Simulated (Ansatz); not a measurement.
The relaxed structure here is a generated cell of AlP: the first start was made by placing the elements on the sites of a structure type, and the end was not matched to a known phase here, so it may be hypothetical. Known forms of AlP include space group No. 216.

The end point of a relaxation of AlP. Space group P6₂22 (No. 180). The numbers are results of PBEsol (plane waves to 420 eV, PAW, scalar-relativistic; Ansatz, a first-principles code), not measurements.

```cif
data_Al3P3
_chemical_formula_sum 'Al3 P3'
_space_group_name_H-M_alt 'P6222'
_space_group_IT_number 180
_space_group_name_Hall 'P 62 2 (0 0 4)'
_cell_length_a 3.82092
_cell_length_b 3.82092
_cell_length_c 8.63317
_cell_angle_alpha 90.000
_cell_angle_beta 90.000
_cell_angle_gamma 120.000
loop_
_atom_site_label
_atom_site_type_symbol
_atom_site_symmetry_multiplicity
_atom_site_Wyckoff_symbol
_atom_site_fract_x
_atom_site_fract_y
_atom_site_fract_z
_atom_site_occupancy
Al1 Al 3 d 0.50000 0.00000 0.50000 1
P1 P 3 c 0.50000 0.00000 0.00000 1
```

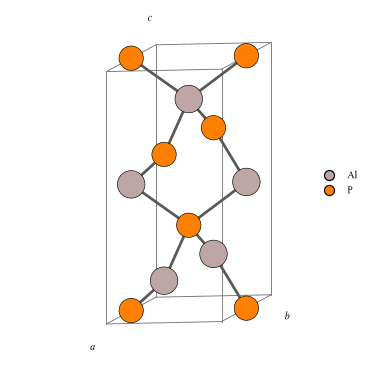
The conventional cell of the relaxed structure

```json
{
 "volume_per_atom": "18.19 Å³",
 "band_gap": "0.84 eV, indirect (valence top at Γ, conduction bottom at M) (no spin-orbit coupling)",
 "smallest_direct_gap": "1.93 eV at 50 % of the way from Γ to A",
 "shortest_distances": "Al–P 2.39 Å; Al–Al 3.45 Å; P–P 3.45 Å",
 "k-mesh": "10×10×4"
}
```

Band energies at high-symmetry points (eV from the VBM; labels of this space group; no spin-orbit coupling), from −5 eV up to 3.2 eV:

```json
[
 {"point": "Γ", "energies": "-4.95 -4.95 -2.30 -1.15 -1.15 -0.36 -0.36 -0.04 0.00 2.04 2.04 2.18"},
 {"point": "M", "energies": "-2.99 -2.85 -2.49 -1.89 -1.66 -1.60 0.84 1.34 1.54 2.00"},
 {"point": "K", "energies": "-3.72 -3.72 -2.21 -1.62 -1.62 1.16 2.44 2.44"},
 {"point": "A", "energies": "-2.00 -2.00 -1.98 -1.98 -0.57 -0.41 -0.18 -0.18 1.80 2.79 2.79"},
 {"point": "L", "energies": "-4.41 -4.19 -3.23 -2.39 -1.97 -1.85 -1.38 1.46 2.02 2.22 2.86"},
 {"point": "H", "energies": "-4.07 -4.07 -3.52 -3.52 -2.35 -1.39 2.39"}
]
```

No spin polarisation in the result.

The run could not lose the symmetry of its start: the end is stationary, and may be a saddle point rather than a minimum.
